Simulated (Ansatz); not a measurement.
**C₂H₆OSi: a spread of methods and bases**

Aim: run C₂H₆OSi under a spread of inputs, and see what each costs and gives.

Program: Ansatz 0.2.0, Gaussian basis. Level of theory: the settings change from run to run. These are calculated values, not measurements.

**1. The geometry**

The structure was relaxed beforehand with PBE0-D4 in a triple-zeta def2 set.

10 atoms, charge 0, spin multiplicity 1.

Atoms are counted from 1 here; the program's logs count them from 0.

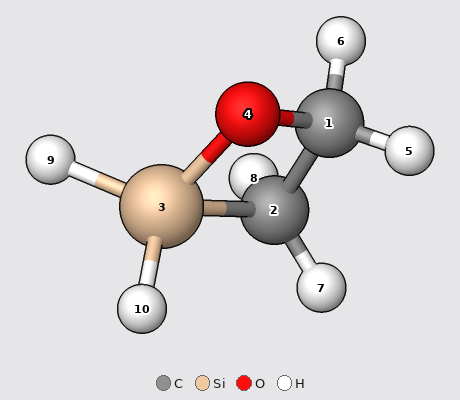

The structure; carbon grey, silicon light orange, oxygen red, hydrogen white; atoms are numbered from 1 in the order of the file.

Coordinates:

```xyz
10

C    -0.81636    0.55605   -0.53357
C    -0.34983   -0.85193   -0.09381
Si    1.09926    0.11263    0.59734
O     0.25577    1.39891   -0.04600
H    -0.90136    0.66527   -1.61777
H    -1.75903    0.86270   -0.07299
H    -0.14469   -1.53203   -0.91914
H    -1.01112   -1.33948    0.62082
H     1.26729    0.17367    2.07496
H     2.44317   -0.09698   -0.00684
```

**2. wB97/6-31G**

File in.yaml:

```yaml
crystal:
  periodic: [false, false, false]
  atoms:
    - {symbol: C, position_ang: [-0.816361, 0.556046, -0.533568]}
    - {symbol: C, position_ang: [-0.349833, -0.851929, -0.093806]}
    - {symbol: Si, position_ang: [1.099258, 0.112625, 0.597341]}
    - {symbol: O, position_ang: [0.255773, 1.398911, -0.046000]}
    - {symbol: H, position_ang: [-0.901363, 0.665270, -1.617775]}
    - {symbol: H, position_ang: [-1.759028, 0.862702, -0.072993]}
    - {symbol: H, position_ang: [-0.144689, -1.532032, -0.919143]}
    - {symbol: H, position_ang: [-1.011119, -1.339477, 0.620825]}
    - {symbol: H, position_ang: [1.267290, 0.173667, 2.074962]}
    - {symbol: H, position_ang: [2.443173, -0.096981, -0.006842]}
basis:
  gaussian: {orbitals: 6-31G}
hamiltonian: {xc: {name: wB97}}
```

The run is started by

```
$ ansatz run in.yaml --threads 2 --pin off --events-out ev --progress --plain --max-ram 4352MiB
```

Log:

```text
Functional definition: wB97
  name "wB97"
  cite "Chai & Head-Gordon, J. Chem. Phys. 128, 084106 (2008) doi:10.1063/1.2834918"
  cite "Becke, J. Chem. Phys. 107, 8554 (1997) doi:10.1063/1.475007"
  parameter omega = 0.4/bohr
  parameter cx1 = 1.13116
  parameter cx2 = -2.74915
  parameter cx3 = 12.0900
  parameter cx4 = -5.71642
  parameter css1 = -2.55352
  parameter css2 = 11.8926
  parameter css3 = -26.9452
  parameter css4 = 17.0927
  parameter cos1 = 3.99051
  parameter cos2 = -17.0066
  parameter cos3 = 1.07292
  parameter cos4 = 8.88211
  # The coefficients of nought are those of the uniform gas.
  exchange = spin_sum(e_x_unif_sr(omega)*poly(b97_u_x, 1, cx1, cx2, cx3, cx4)) + exact_x_lr(omega)
  correlation = spin_sum(e_c_pw_same_spin*poly(b97_u_same, 1, css1, css2, css3, css4))
      + integral(e_c_pw_opposite_spin*poly(b97_u_opposite, 1, cos1, cos2, cos3, cos4))
661 factors; integrals over basis functions are off by at most 1.8e-4 eV
311 factors; integrals over basis functions are off by at most 1.2e-5 eV
mean field evaluation 1: about -12088.6597 eV, gradient 4.1e1 eV
mean field evaluation 2: about -12088.6945 eV, gradient 4.4e1 eV
mean field evaluation 4: about -12092.0390 eV, gradient 1.5e0 eV
mean field evaluation 8: about -12092.0271 eV, gradient 3.9e-2 eV
mean field evaluation 16: about -12092.0272 eV, gradient 2.7e-5 eV
mean field -12092.02715854 eV, -444.3738018061 hartree, gradient 2.7e-5 eV, S^2 0.000000; 0 other end points of the search recorded, 0 dependent functions left out
reference -12092.02715052 eV, -444.3738015113 hartree; 20, 20 occupied and 32, 32 virtual orbitals, 661 factors
Total energy: -12092.02715052 eV, -444.3738015113 hartree
```

Run time: 1.9 s. Hardware: 2 threads of Arm Neoverse V2, shared host.

**3. B3LYP/def2-TZVP**

Set apart from the defaults: high accuracy.

Changes to in.yaml since step 2:

```diff
@@ -14,3 +14,5 @@
 basis:
-  gaussian: {orbitals: 6-31G}
-hamiltonian: {xc: {name: wB97}}
+  gaussian: {orbitals: def2-TZVP}
+hamiltonian: {xc: {name: B3LYP}}
+accuracy: high
+output: {forces: true}
```

The command is unchanged.

Log, cut to the lines that bear on the results:

```text
Functional definition: B3LYP
  name "B3LYP"
  cite "Stephens, Devlin, Chabalowski & Frisch, J. Phys. Chem. 98, 11623 (1994) doi:10.1021/j100096a001"
  cite "Becke, Phys. Rev. A 38, 3098 (1988) doi:10.1103/PhysRevA.38.3098"
  cite "Lee, Yang & Parr, Phys. Rev. B 37, 785 (1988) doi:10.1103/PhysRevB.37.785"
  cite "Vosko, Wilk & Nusair, Can. J. Phys. 58, 1200 (1980) doi:10.1139/p80-159"
[...]
3122 factors; integrals over basis functions are off by at most 3.8e-9 eV
[...]
mean field -12099.30713749 eV, -444.6413360979 hartree, gradient 6.9e-8 eV, S^2 0.000000; 0 other end points of the search recorded, 0 dependent functions left out
[...]
reference -12099.30718080 eV, -444.6413376896 hartree; 20, 20 occupied and 146, 146 virtual orbitals, 3122 factors
Total energy: -12099.30718080 eV, -444.6413376896 hartree
Atom 0 at    -0.816361     0.556046    -0.533568 Å, force    -0.448615     0.021298    -0.254120 eV/Å
Atom 1 at    -0.349833    -0.851929    -0.093806 Å, force    -0.007728    -0.220566     0.024372 eV/Å
Atom 2 at     1.099258     0.112625     0.597341 Å, force     0.336281    -0.048539     0.196094 eV/Å
Atom 3 at     0.255773     1.398911    -0.046000 Å, force     0.185010     0.230491     0.073934 eV/Å
Atom 4 at    -0.901363     0.665270    -1.617775 Å, force    -0.012389     0.004039     0.031773 eV/Å
Atom 5 at    -1.759028     0.862702    -0.072993 Å, force     0.020198    -0.004871    -0.028423 eV/Å
Atom 6 at    -0.144689    -1.532032    -0.919143 Å, force    -0.021638     0.008853     0.023580 eV/Å
Atom 7 at    -1.011119    -1.339477     0.620825 Å, force     0.010543     0.002341    -0.030687 eV/Å
Atom 8 at     1.267290     0.173667     2.074962 Å, force     0.000073    -0.003734    -0.072194 eV/Å
Atom 9 at     2.443173    -0.096981    -0.006842 Å, force    -0.061734     0.010687     0.035672 eV/Å
Dipole moment:    -0.128755    -0.351263    -0.026165 e Å
```

Wall time 14 s (2 threads of Arm Neoverse V2, shared host); peak memory 0.79 GiB.

Largest force 0.516 eV/Å, dipole 1.80 D.

**4. LC-wPBE/def2-TZVP**

This run has multiplicity 3, the search for lower states set to light.

Changes to in.yaml since step 3:

```diff
@@ -15,4 +15,5 @@
   gaussian: {orbitals: def2-TZVP}
-hamiltonian: {xc: {name: B3LYP}}
-accuracy: high
+magnetization: {spin_polarized: true, initial_magnetization: 2}
+hamiltonian: {xc: {name: LC-wPBE}}
+scf: {lower_state_search: light}
 output: {forces: true}
```

Launched as before.

Log, cut to the lines that bear on the results:

```text
Functional definition: LC-wPBE
  name "LC-wPBE"
  cite "Vydrov & Scuseria, J. Chem. Phys. 125, 234109 (2006) doi:10.1063/1.2409292"
  cite "Heyd & Scuseria, J. Chem. Phys. 120, 7274 (2004) doi:10.1063/1.1668634"
  cite "Ernzerhof & Perdew, J. Chem. Phys. 109, 3313 (1998) doi:10.1063/1.476928"
  cite "Perdew, Burke & Ernzerhof, Phys. Rev. Lett. 77, 3865 (1996) doi:10.1103/PhysRevLett.77.3865"
  parent pbe
[...]
1027 factors; their error is unknown
367 factors; integrals over basis functions are off by at most 1.6e-5 eV
[...]
mean field -12087.16381482 eV, -444.1950772207 hartree, gradient 2.6e-5 eV, S^2 2.011568; 6 other end points of the search recorded, 0 dependent functions left out
[...]
reference -12087.16381483 eV, -444.1950772211 hartree; 21, 19 occupied and 145, 147 virtual orbitals, 1027 factors
Total energy: -12087.16381483 eV, -444.1950772211 hartree
Atom 0 at    -0.816361     0.556046    -0.533568 Å, force    -0.691680    -1.750576    -0.162008 eV/Å
Atom 1 at    -0.349833    -0.851929    -0.093806 Å, force    -0.646942     1.293838    -0.518164 eV/Å
Atom 2 at     1.099258     0.112625     0.597341 Å, force     3.229153    -3.457632     2.244479 eV/Å
Atom 3 at     0.255773     1.398911    -0.046000 Å, force    -2.076140     2.221970    -1.456852 eV/Å
Atom 4 at    -0.901363     0.665270    -1.617775 Å, force     0.063548     0.437245    -0.014332 eV/Å
Atom 5 at    -1.759028     0.862702    -0.072993 Å, force     0.068464     0.434870    -0.025700 eV/Å
Atom 6 at    -0.144689    -1.532032    -0.919143 Å, force     0.090122     0.137255     0.046335 eV/Å
Atom 7 at    -1.011119    -1.339477     0.620825 Å, force     0.101273     0.134825     0.023520 eV/Å
Atom 8 at     1.267290     0.173667     2.074962 Å, force    -0.094456     0.277883    -0.025749 eV/Å
Atom 9 at     2.443173    -0.096981    -0.006842 Å, force    -0.043342     0.270321    -0.111528 eV/Å
Dipole moment:    -0.687323    -0.003180    -0.383088 e Å
```

Wall time 14 s (2 threads of Arm Neoverse V2, shared host).

Largest force 5.236 eV/Å, dipole 3.78 D, ⟨S²⟩ 2.012.

**5. revPBE/aug-cc-pVDZ**

Set apart from the defaults: D3(BJ) dispersion, the search for lower states set to light.

Changes to in.yaml since step 4:

```diff
@@ -14,5 +14,4 @@
 basis:
-  gaussian: {orbitals: def2-TZVP}
-magnetization: {spin_polarized: true, initial_magnetization: 2}
-hamiltonian: {xc: {name: LC-wPBE}}
+  gaussian: {orbitals: aug-cc-pVDZ}
+hamiltonian: {xc: {name: revPBE}, dispersion: d3bj}
 scf: {lower_state_search: light}
```

Same command.

Log, cut to the lines that bear on the results:

```text
Functional definition: revPBE
  name "revPBE"
  cite "Zhang & Yang, Phys. Rev. Lett. 80, 890 (1998) doi:10.1103/PhysRevLett.80.890"
  cite "Perdew, Burke & Ernzerhof, Phys. Rev. Lett. 77, 3865 (1996) doi:10.1103/PhysRevLett.77.3865"
[...]
1350 factors; their error is unknown
[...]
mean field -12093.85461400 eV, -444.4409595553 hartree, gradient 1.4e-5 eV, S^2 0.000000; 0 other end points of the search recorded, 0 dependent functions left out
[...]
reference -12093.85472442 eV, -444.4409636134 hartree; 20, 20 occupied and 130, 130 virtual orbitals, 1350 factors
Total energy: -12094.34662195 eV, -444.4590405139 hartree
Atom 0 at    -0.816361     0.556046    -0.533568 Å, force    -0.392212    -0.241331    -0.188419 eV/Å
Atom 1 at    -0.349833    -0.851929    -0.093806 Å, force    -0.150491    -0.210779    -0.056504 eV/Å
Atom 2 at     1.099258     0.112625     0.597341 Å, force     1.149691    -1.179194     0.801767 eV/Å
Atom 3 at     0.255773     1.398911    -0.046000 Å, force    -0.336154     1.967130    -0.449792 eV/Å
Atom 4 at    -0.901363     0.665270    -1.617775 Å, force    -0.053380     0.054849    -0.505889 eV/Å
Atom 5 at    -1.759028     0.862702    -0.072993 Å, force    -0.447064     0.143812     0.201420 eV/Å
Atom 6 at    -0.144689    -1.532032    -0.919143 Å, force     0.099527    -0.297179    -0.357771 eV/Å
Atom 7 at    -1.011119    -1.339477     0.620825 Å, force    -0.280608    -0.212507     0.320526 eV/Å
Atom 8 at     1.267290     0.173667     2.074962 Å, force     0.042914     0.024820     0.405766 eV/Å
Atom 9 at     2.443173    -0.096981    -0.006842 Å, force     0.367778    -0.049621    -0.171103 eV/Å
Dipole moment:    -0.130452    -0.336352    -0.029207 e Å
```

It took 3.1 s on 2 threads of Arm Neoverse V2, shared host.

Largest force 2.046 eV/Å, dipole 1.74 D.

**6. CCSD/cc-pVTZ**

Options: 2 DIIS vectors.

Changes to in.yaml since step 5:

```diff
@@ -14,5 +14,4 @@
 basis:
-  gaussian: {orbitals: aug-cc-pVDZ}
-hamiltonian: {xc: {name: revPBE}, dispersion: d3bj}
-scf: {lower_state_search: light}
-output: {forces: true}
+  gaussian: {orbitals: cc-pVTZ}
+hamiltonian: {xc: {name: HF}}
+correlation: {method: ccsd, diis_vectors: 2}
```

Same command.

Log, cut to the lines that bear on the results:

```text
Functional definition: HF
  name "HF"
  cite "Fock, Z. Phys. 61, 126 (1930) doi:10.1007/BF01340294"
  parent pbe
[...]
1185 factors; integrals over basis functions are off by at most 1.2e-3 eV
[...]
mean field -12057.41463194 eV, -443.1018149146 hartree, gradient 2.0e-6 eV, S^2 0.000000; 0 other end points of the search recorded, 0 dependent functions left out
8 core orbitals not correlated: weight in the atoms' cores, before any rotation towards them, 1.000 or more for the frozen orbitals, at most 0.000 for the correlated occupied ones
reference -12057.41463194 eV, -443.1018149146 hartree; 12, 12 occupied and 188, 188 virtual orbitals, 1185 factors
second order -18.97437222 eV of doubles, -0.00000000 eV of singles
cycle   1  -19.35578143 eV  change   -3.8e-1 eV  update   9.3e-2
[...]
cycle  11  -19.93895589 eV  change    9.5e-6 eV  update   8.3e-6
Total energy: -12077.35358783 eV, -443.8345580285 hartree
```

It took 30 s on 2 threads of Arm Neoverse V2, shared host; peak memory 2.7 GiB.

T1 0.011.

**7. CAM-B3LYP/STO-3G**

Changes to in.yaml since step 6:

```diff
@@ -14,4 +14,4 @@
 basis:
-  gaussian: {orbitals: cc-pVTZ}
-hamiltonian: {xc: {name: HF}}
-correlation: {method: ccsd, diis_vectors: 2}
+  gaussian: {orbitals: STO-3G}
+hamiltonian: {xc: {name: CAM-B3LYP}}
+output: {forces: true}
```

The command is unchanged.

Log, cut to the lines that bear on the results:

```text
Functional definition: CAM-B3LYP
  name "CAM-B3LYP"
  cite "Yanai, Tew & Handy, Chem. Phys. Lett. 393, 51 (2004) doi:10.1016/j.cplett.2004.06.011"
  cite "Iikura, Tsuneda, Yanai & Hirao, J. Chem. Phys. 115, 3540 (2001) doi:10.1063/1.1383587"
  cite "Becke, Phys. Rev. A 38, 3098 (1988) doi:10.1103/PhysRevA.38.3098"
  cite "Lee, Yang & Parr, Phys. Rev. B 37, 785 (1988) doi:10.1103/PhysRevB.37.785"
  cite "Vosko, Wilk & Nusair, Can. J. Phys. 58, 1200 (1980) doi:10.1139/p80-159"
[...]
  # Exact exchange under (alpha + beta erf(omega r))/r, Becke's under what is left of 1/r.
[...]
396 factors; integrals over basis functions are off by at most 3.5e-5 eV
165 factors; integrals over basis functions are off by at most 2.4e-6 eV
[...]
mean field -11948.06834934 eV, -439.0834131468 hartree, gradient 3.9e-5 eV, S^2 0.000000; 0 other end points of the search recorded, 0 dependent functions left out
[...]
Atom 0 at    -0.816361     0.556046    -0.533568 Å, force    -0.672806     0.130628    -0.396573 eV/Å
Atom 1 at    -0.349833    -0.851929    -0.093806 Å, force     0.708745    -0.438446     0.452168 eV/Å
Atom 2 at     1.099258     0.112625     0.597341 Å, force     2.203016    -1.894563     1.491461 eV/Å
Atom 3 at     0.255773     1.398911    -0.046000 Å, force    -0.024996     2.316425    -0.323016 eV/Å
Atom 4 at    -0.901363     0.665270    -1.617775 Å, force    -0.305683    -0.040352    -0.680910 eV/Å
Atom 5 at    -1.759028     0.862702    -0.072993 Å, force    -0.738799     0.056083     0.098665 eV/Å
Atom 6 at    -0.144689    -1.532032    -0.919143 Å, force    -0.004952    -0.085621    -0.172033 eV/Å
Atom 7 at    -1.011119    -1.339477     0.620825 Å, force    -0.155677    -0.051139     0.102080 eV/Å
Atom 8 at     1.267290     0.173667     2.074962 Å, force    -0.104912    -0.088931    -0.992663 eV/Å
Atom 9 at     2.443173    -0.096981    -0.006842 Å, force    -0.903936     0.095916     0.420822 eV/Å
Dipole moment:     0.037513    -0.292688     0.059607 e Å
```

Wall time 0.75 s (2 threads of Arm Neoverse V2, shared host).

Largest force 3.266 eV/Å, dipole 1.45 D.

**8. wB97X/def2-mTZVP**

Changes to in.yaml since step 7:

```diff
@@ -14,4 +14,3 @@
 basis:
-  gaussian: {orbitals: STO-3G}
-hamiltonian: {xc: {name: CAM-B3LYP}}
-output: {forces: true}
+  gaussian: {orbitals: def2-mTZVP}
+hamiltonian: {xc: {name: wB97X}}
```

Same command.

Log, cut to the lines that bear on the results:

```text
Functional definition: wB97X
  name "wB97X"
  cite "Chai & Head-Gordon, J. Chem. Phys. 128, 084106 (2008) doi:10.1063/1.2834918"
  cite "Becke, J. Chem. Phys. 107, 8554 (1997) doi:10.1063/1.475007"
[...]
  # The coefficients of nought are those of the uniform gas.
[...]
      + exact_x_lr(omega)
[...]
      + integral(e_c_pw_opposite_spin*poly(b97_u_opposite, 1, cos1, cos2, cos3, cos4))
1007 factors; their error is unknown
312 factors; integrals over basis functions are off by at most 9.1e-6 eV
[...]
mean field -12096.78498049 eV, -444.5486485375 hartree, gradient 1.9e-5 eV, S^2 0.000000; 0 other end points of the search recorded, 0 dependent functions left out
reference -12096.78494704 eV, -444.5486473084 hartree; 20, 20 occupied and 82, 82 virtual orbitals, 1007 factors
Total energy: -12096.78494704 eV, -444.5486473084 hartree
```

Wall time 3.9 s (2 threads of Arm Neoverse V2, shared host).

**9. BHLYP/def2-mTZVPP**

This run has multiplicity 3, D3(BJ) dispersion.

Changes to in.yaml since step 8:

```diff
@@ -14,3 +14,5 @@
 basis:
-  gaussian: {orbitals: def2-mTZVP}
-hamiltonian: {xc: {name: wB97X}}
+  gaussian: {orbitals: def2-mTZVPP}
+magnetization: {spin_polarized: true, initial_magnetization: 2}
+hamiltonian: {xc: {name: BHLYP}, dispersion: d3bj}
+output: {forces: true}
```

Launched as before.

Log, cut to the lines that bear on the results:

```text
Functional definition: BHLYP
  name "BHLYP"
  cite "Becke, J. Chem. Phys. 98, 1372 (1993) doi:10.1063/1.464304"
  cite "Becke, Phys. Rev. A 38, 3098 (1988) doi:10.1103/PhysRevA.38.3098"
  cite "Lee, Yang & Parr, Phys. Rev. B 37, 785 (1988) doi:10.1103/PhysRevB.37.785"
[...]
1106 factors; integrals over basis functions are off by at most 1.5e-3 eV
[...]
mean field -12089.46824051 eV, -444.2797633027 hartree, gradient 5.5e-5 eV, S^2 2.012481; 4 other end points of the search recorded, 0 dependent functions left out
[...]
reference -12089.46842031 eV, -444.2797699102 hartree; 21, 19 occupied and 98, 100 virtual orbitals, 1106 factors
Total energy: -12089.73532337 eV, -444.2895784169 hartree
Atom 0 at    -0.816361     0.556046    -0.533568 Å, force    -1.690165    -1.820417    -0.718104 eV/Å
Atom 1 at    -0.349833    -0.851929    -0.093806 Å, force    -0.584938     0.983517    -0.450143 eV/Å
Atom 2 at     1.099258     0.112625     0.597341 Å, force     4.135766    -3.754005     2.805586 eV/Å
Atom 3 at     0.255773     1.398911    -0.046000 Å, force    -1.996763     2.606813    -1.460599 eV/Å
Atom 4 at    -0.901363     0.665270    -1.617775 Å, force     0.131400     0.468952     0.247563 eV/Å
Atom 5 at    -1.759028     0.862702    -0.072993 Å, force     0.327629     0.421901    -0.105843 eV/Å
Atom 6 at    -0.144689    -1.532032    -0.919143 Å, force     0.031684     0.300759     0.222609 eV/Å
Atom 7 at    -1.011119    -1.339477     0.620825 Å, force     0.239730     0.256784    -0.141428 eV/Å
Atom 8 at     1.267290     0.173667     2.074962 Å, force    -0.238515     0.253849    -0.304547 eV/Å
Atom 9 at     2.443173    -0.096981    -0.006842 Å, force    -0.355829     0.281848    -0.095094 eV/Å
Dipole moment:    -0.694798    -0.009951    -0.387183 e Å
```

Run time: 6 s. Hardware: 2 threads of Arm Neoverse V2, shared host.

Largest force 6.250 eV/Å, dipole 3.82 D, ⟨S²⟩ 2.012.

**10. SPW92/def2-SVPD**

Changes to in.yaml since step 9:

```diff
@@ -14,5 +14,4 @@
 basis:
-  gaussian: {orbitals: def2-mTZVPP}
-magnetization: {spin_polarized: true, initial_magnetization: 2}
-hamiltonian: {xc: {name: BHLYP}, dispersion: d3bj}
+  gaussian: {orbitals: def2-SVPD}
+hamiltonian: {xc: {name: SPW92}}
 output: {forces: true}
```

Same command.

Log, cut to the lines that bear on the results:

```text
Functional definition: SPW92
  name "SPW92"
  cite "Dirac, Proc. Camb. Phil. Soc. 26, 376 (1930) doi:10.1017/S0305004100016108"
  cite "Slater, Phys. Rev. 81, 385 (1951) doi:10.1103/PhysRev.81.385"
  cite "Perdew & Wang, Phys. Rev. B 45, 13244 (1992) doi:10.1103/PhysRevB.45.13244"
[...]
1135 factors; their error is unknown
[...]
mean field -12024.40151822 eV, -441.8886053624 hartree, gradient 1.2e-5 eV, S^2 0.000000; 0 other end points of the search recorded, 0 dependent functions left out
[...]
reference -12024.40155899 eV, -441.8886068608 hartree; 20, 20 occupied and 115, 115 virtual orbitals, 1135 factors
Total energy: -12024.40155899 eV, -441.8886068608 hartree
Atom 0 at    -0.816361     0.556046    -0.533568 Å, force     0.669758    -0.228556     0.399481 eV/Å
Atom 1 at    -0.349833    -0.851929    -0.093806 Å, force     0.067363     0.704532    -0.049477 eV/Å
Atom 2 at     1.099258     0.112625     0.597341 Å, force     0.356313    -0.639965     0.283757 eV/Å
Atom 3 at     0.255773     1.398911    -0.046000 Å, force    -0.586894     0.571229    -0.403470 eV/Å
Atom 4 at    -0.901363     0.665270    -1.617775 Å, force    -0.056988     0.067039    -0.607478 eV/Å
Atom 5 at    -1.759028     0.862702    -0.072993 Å, force    -0.532736     0.175275     0.248070 eV/Å
Atom 6 at    -0.144689    -1.532032    -0.919143 Å, force     0.130706    -0.370283    -0.442911 eV/Å
Atom 7 at    -1.011119    -1.339477     0.620825 Å, force    -0.343824    -0.264690     0.403233 eV/Å
Atom 8 at     1.267290     0.173667     2.074962 Å, force     0.011236     0.024097     0.327299 eV/Å
Atom 9 at     2.443173    -0.096981    -0.006842 Å, force     0.285066    -0.038677    -0.158504 eV/Å
Dipole moment:    -0.131043    -0.362438    -0.026004 e Å
```

Wall time 1.2 s (2 threads of Arm Neoverse V2, shared host).

Largest force 0.913 eV/Å, dipole 1.86 D.

**11. The runs in one table**

```tsv
level	charge	multiplicity	geometry	functions	energy (eV)	time
wB97/6-31G	0	1	relaxed	52	-12092.027	1.9 s
B3LYP/def2-TZVP	0	1	relaxed	166	-12099.307	14 s
LC-wPBE/def2-TZVP	0	3	relaxed	166	-12087.164	14 s
revPBE/aug-cc-pVDZ	0	1	relaxed	150	-12094.347	3.1 s
CCSD/cc-pVTZ	0	1	relaxed	208	-12077.354	30 s
CAM-B3LYP/STO-3G	0	1	relaxed	30	-11948.068	0.75 s
wB97X/def2-mTZVP	0	1	relaxed	102	-12096.785	3.9 s
BHLYP/def2-mTZVPP	0	3	relaxed	119	-12089.735	6 s
SPW92/def2-SVPD	0	1	relaxed	135	-12024.402	1.2 s
```

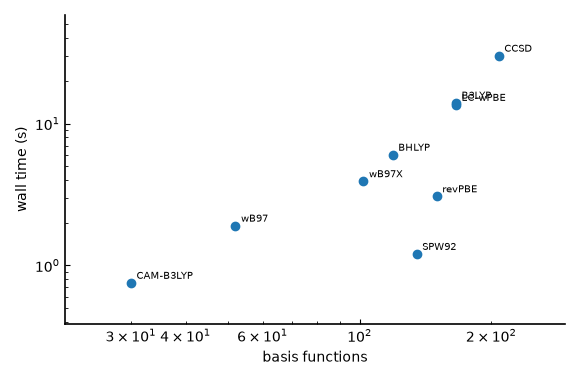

Wall time against the number of basis functions (shared host).

**12. Summary of results**

| quantity | value |
| --- | --- |
| runs | 9 |
| quickest | CAM-B3LYP/STO-3G, 0.75 s |
| slowest | CCSD/cc-pVTZ, 30 s |
| spread of total energies, same state and geometry | 151.2 eV |
| dipole, same state and geometry | 1.45 to 1.86 D |

What this shows: Run time spans a factor of 40, from CAM-B3LYP/STO-3G to CCSD/cc-pVTZ. The jobs differ in tasks and options as well as level. Total energies at one charge and spin differ by 151 eV between levels, so only differences within one level mean anything. At the PBE0-D4/def2-TZVP geometry and in the same state, runs without warnings or point charges leave forces up to 3.27 eV/Å (CAM-B3LYP/STO-3G). At that geometry and state the dipole changes by 28 % between the lowest and highest value.
